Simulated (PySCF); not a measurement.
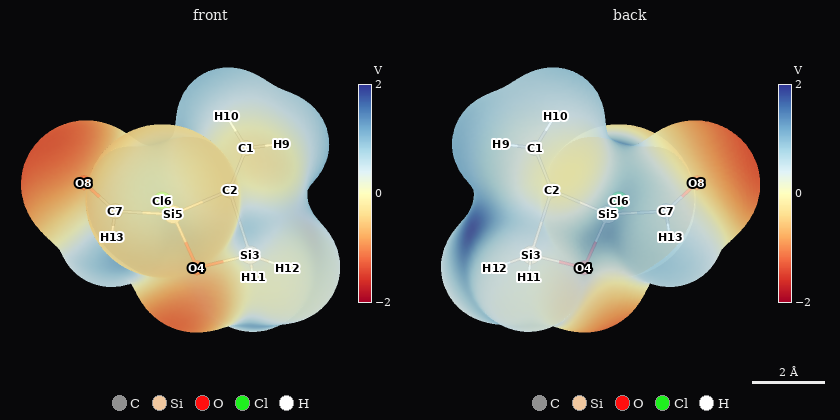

*C3H5ClO2Si2. The molecular electrostatic potential painted on the density surface at 0.001 e/bohr³, seen from the front and from behind; the colour scale runs from red (negative) to blue (positive).*

Geometry: GFN2-xTB.

These are results of PBE0/pcSseg-1, SCF density, gas phase, non-relativistic in PySCF, not measurements.

```xyz
13

C    -1.1436    1.6783   -0.7442
C    -0.7417    0.4824   -0.3497
Si   -1.5033   -1.0601    0.4771
O     0.0400   -1.6997    0.4044
Si    0.8887   -0.5031   -0.3716
Cl    1.5703   -1.1464   -2.1302
C     2.3073    0.0896    0.7711
O     3.2800    0.6820    0.3858
H    -2.1670    2.0019   -0.6226
H    -0.4763    2.3906   -1.2070
H    -1.8697   -0.9348    1.8770
H    -2.3754   -1.8623   -0.3627
H     2.1863   -0.1180    1.8549
```

### Where is the surface potential most negative and most positive?

The most negative region (about −1.3 V) lies over O8, the most positive (about +1.7 V) over Si3. O8 is the likeliest acceptor of a hydrogen bond.
